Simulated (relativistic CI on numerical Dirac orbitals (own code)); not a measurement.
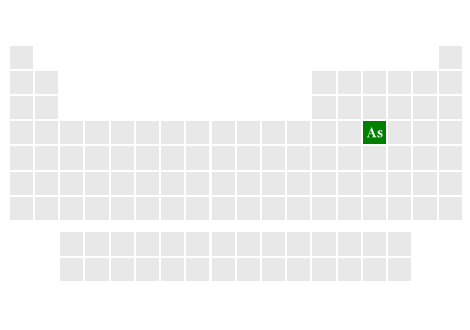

Fig. 1: The place of arsenic in the periodic table.

# Relativistic CI calculation, with input and output: As²⁺

As²⁺. Level asked for: Dirac-Coulomb-Breit CI, KLI orbitals optimised for each configuration, model QED (radiative potential, 1s self-energy scaled to tabulated hydrogen-like ionisation energies), numerical settings as typed (relativistic CI on numerical Dirac orbitals, in-house).

### Input
```
atom As  Z=33  charge=2  electrons=31
nucleus A=75  rms_radius_fm=4.0968
hamiltonian dirac-coulomb  breit=on  qed=on  c_scale=1
orbitals kli  potential=per-configuration
slater_scale 1
correlation none
mixing on
grid step=0.0125 r_max=49.7
scf mixing=0.4 start=green max_iterations=4 tolerance=2e-08 node_fill=0.05
configurations
  [Ar] 3d10 4s2 4p
  [Ar] 3d10 4s 4p2
  [Ar] 3d10 4s2 4d
end
```

Hardware: 1 CPU thread, shared host.

Launched within a batch (the task file carries these settings):
```bash
python <driver script> task.json out
```

The program writes its results to a structured record and prints no log; tables and figures of this report are taken from that record.

### Outcome

| quantity | value |
| --- | --- |
| outcome | not converged |

### What went wrong

This input holds a deliberate fault: iterations. The run did not meet its convergence test, so its last values are not results. Limits: SCF of 1s2 2s2 2p6 3s2 3p6 3d10 4s2 4p did not converge.
